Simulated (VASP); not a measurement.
Band structure of InAs (zinc blende). Computed with optB88-vdW, VASP's PBE PAW potentials (set 64) (plane waves; VASP).

Unless said otherwise, spin-orbit coupling is left out, though it shifts the bands of the heavy elements here.

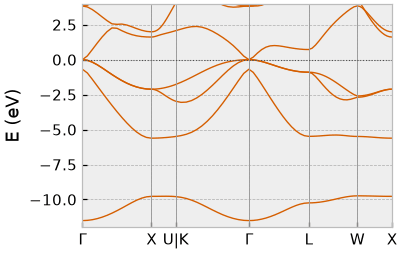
Fig. 1. Bands along high-symmetry lines, zero at the valence-band maximum or, without a gap, the Fermi level

Q: Read the plot: is there a gap, and where are the band edges?

A: It has no gap at this level: it comes out as a metal or semimetal. (Edges off the drawn lines would not show.)

The compound is InAs in the zinc blende structure. It was relaxed first, which changed the volume by +6 %.
